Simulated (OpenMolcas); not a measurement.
Multiconfigurational calculation for Os⁴⁺ complex (part 2 of 2)

The same run, continued: Os⁴⁺ with 6 ligands (F; octahedron, 1.99 Å), neutralised by 6 outer point charges of +0.33 e, whose field is part of the energies. Method: state-averaged CASSCF, active space 4 electrons in the shell 5d, basis ANO-RCC-VDZP on the metal and ANO-RCC-VDZP on the ligands, DKH2 scalar Hamiltonian, spin-orbit coupling by RASSI with atomic mean-field integrals (OpenMolcas).

### Log (extracts), continued
```
    41             0.1284022451        4.5666459815          36832.4838
Weights of the five most important spin-orbit-free states for each spin-orbit state.

 SO State  Total energy (au)           Spin-free states, spin, and weights
 -------------------------------------------------------------------------------------------------------
    1        -0.039419       6 1.0  0.2661    7 1.0  0.2661    8 1.0  0.2661   56 0.0  0.0637    1 2.0  0.0423
    2        -0.020418       8 1.0  0.4288    7 1.0  0.3166    6 1.0  0.1329    2 2.0  0.0733    1 2.0  0.0158
    3        -0.020418       6 1.0  0.4391    7 1.0  0.4055    1 2.0  0.0807    8 1.0  0.0336    2 2.0  0.0084
    4        -0.020418       8 1.0  0.4159    6 1.0  0.3063    7 1.0  0.1562    2 2.0  0.0520    1 2.0  0.0371
    5        -0.005733       8 1.0  0.3888    6 1.0  0.2601    7 1.0  0.1402   52 0.0  0.1326    1 2.0  0.0308
    6        -0.005733       8 1.0  0.3741    7 1.0  0.2527    6 1.0  0.1621   51 0.0  0.1238    2 2.0  0.0180
    7        -0.005733       7 1.0  0.3961    6 1.0  0.3668   53 0.0  0.1252    2 2.0  0.0295    8 1.0  0.0261
    8        -0.005618       8 1.0  0.4912    7 1.0  0.2121    6 1.0  0.1120   54 0.0  0.0734    1 2.0  0.0343
    9        -0.005618       6 1.0  0.4315    7 1.0  0.3314   55 0.0  0.0734    8 1.0  0.0523    1 2.0  0.0343
   10         0.035475      53 0.0  0.7519    6 1.0  0.0610    7 1.0  0.0545    2 2.0  0.0400   18 1.0  0.0201
   11         0.035475      52 0.0  0.6269   51 0.0  0.1279    8 1.0  0.0598    7 1.0  0.0406    1 2.0  0.0374
   12         0.035475      51 0.0  0.6247   52 0.0  0.1272    8 1.0  0.0557    6 1.0  0.0394    7 1.0  0.0267
```

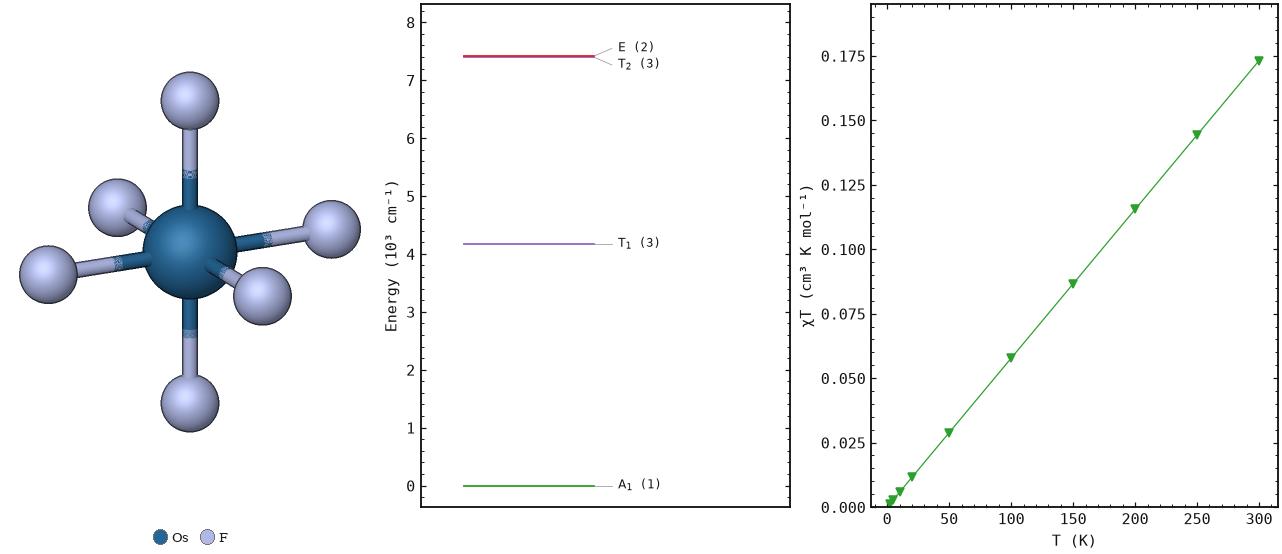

Figure 1. Os⁴⁺ (5d⁴) with 6 ligands, F⁻, at 1.99 Å (arrangement: octahedron, Oh), neutralised by outer point charges of +0.33 e, and its levels and susceptibility. Labels give the representation in O, Td, D4 or D3 as the site allows (double group for half-integer spin) where it could be assigned and, in brackets, the degeneracy; spin-free states, where drawn, share the zero of the spin-orbit levels. Powder susceptibility by Van Vleck's formula. The ground level is A₁, non-degenerate, 85 % from states of spin multiplicity 3. The next level lies at 4,170 cm⁻¹ (T₁). χT is close to 0 cm³ K mol⁻¹ at 2 K and 0.173 at 300 K, an effective moment of 1.18 μB. The active orbitals hold 75 to 88 % metal character (Löwdin), and the Mulliken charge of the metal is +2.14.

### Input
```
&GATEWAY
Coord
7

Os 0.0 0.0 0.0
F 1.990000 0.000000 0.000000
F 0.000000 1.990000 0.000000
F -1.990000 0.000000 0.000000
F 0.000000 -1.990000 0.000000
F 0.000000 0.000000 1.990000
F 0.000000 0.000000 -1.990000
Basis=Os.ANO-RCC-VDZP,F.ANO-RCC-VDZP
Group=XYZ
NoMove
AngMom=0.0 0.0 0.0
AMFI
RICD
XField
3 Angstrom 0
5.190000 0.000000 0.000000 0.333333
0.000000 5.190000 0.000000 0.333333
0.000000 0.000000 5.190000 0.333333
&SEWARD
&RASSCF
FileOrb=start.orb
Symmetry=1
Spin=5
nActEl=4 0 0
Inactive=30 34
Ras2=5 0
CIRoot=5 5 1
SDav=5
CIMx=300
Iter=150 100
PrWF=0.3
OrbListing=Nothing
MaxOrb=0
LevShft=1.0
>>> COPY $Project.JobIph JOB001
&RASSCF
FileOrb=start.orb
Symmetry=1
Spin=3
nActEl=4 0 0
Inactive=30 34
Ras2=5 0
CIRoot=45 45 1
SDav=45
CIMx=300
Iter=150 100
PrWF=0.3
OrbListing=Nothing
MaxOrb=0
LevShft=1.0
>>> COPY $Project.JobIph JOB002
&RASSCF
FileOrb=start.orb
Symmetry=1
Spin=1
nActEl=4 0 0
Inactive=30 34
Ras2=5 0
CIRoot=50 50 1
SDav=50
CIMx=300
Iter=150 100
PrWF=0.3
OrbListing=Nothing
MaxOrb=0
LevShft=1.0
>>> COPY $Project.JobIph JOB003
&RASSI
NrOfJobIphs=3 5 45 50
1 2 3 4 5
1 2 3 4 5 6 7 8 9 10 11 12 13 14 15 16 17 18 19 20 21 22 23 24 25 26 27
28 29 30 31 32 33 34 35 36 37 38 39 40 41 42 43 44 45
1 2 3 4 5 6 7 8 9 10 11 12 13 14 15 16 17 18 19 20 21 22 23 24 25 26 27
28 29 30 31 32 33 34 35 36 37 38 39 40 41 42 43 44 45 46 47 48 49 50
IphNames
JOB001
JOB002
JOB003
EJob
SpinOrbit
DIPRint=1.0
SOCoupling=1000.0
Subsets=2
Property=9
'ANGMOM' 1 'ANGMOM' 2 'ANGMOM' 3 'MLTPL  1' 1 'MLTPL  1' 2 'MLTPL  1' 3
'AMFI' 1 'AMFI' 2 'AMFI' 3
SOProperty=3
'ANGMOM' 1 'ANGMOM' 2 'ANGMOM' 3
```

The file start.orb holds starting orbitals from an earlier step. A driver script formed the levels outside the program, from RASSI's spin-orbit matrix and the active-space energies, averaged over the components of each term or state.

Command:
```bash
OMP_NUM_THREADS=1 MOLCAS_MEM=2457 MOLCAS_PROJECT=a pymolcas a.inp > a.log  # once for each step of the input, in one work folder
```

### Summary

```
                                 quantity                                                                  value
                                  outcome                                                              converged
      energy of the lowest spin-free term                                                   −17835.53312 hartree
    energy of the lowest spin-orbit level                                                   −17835.57254 hartree
largest spread among components of a term                                                               0.0 cm⁻¹
                                 hardware  1 thread of AMD EPYC (Zen 5), 16 GiB of memory available, shared host
                                wall time                                                                   27 s
                              peak memory                                                                0.6 GiB
```

### Notes

Without dynamic correlation the splittings between terms come out too large, often by 20 to 50 %. To bear in mind: small active space favours high spin, ground spin may be wrong; covalent bonds, ligand orbitals missing from the active space; distances are set from ionic radii, not optimised.
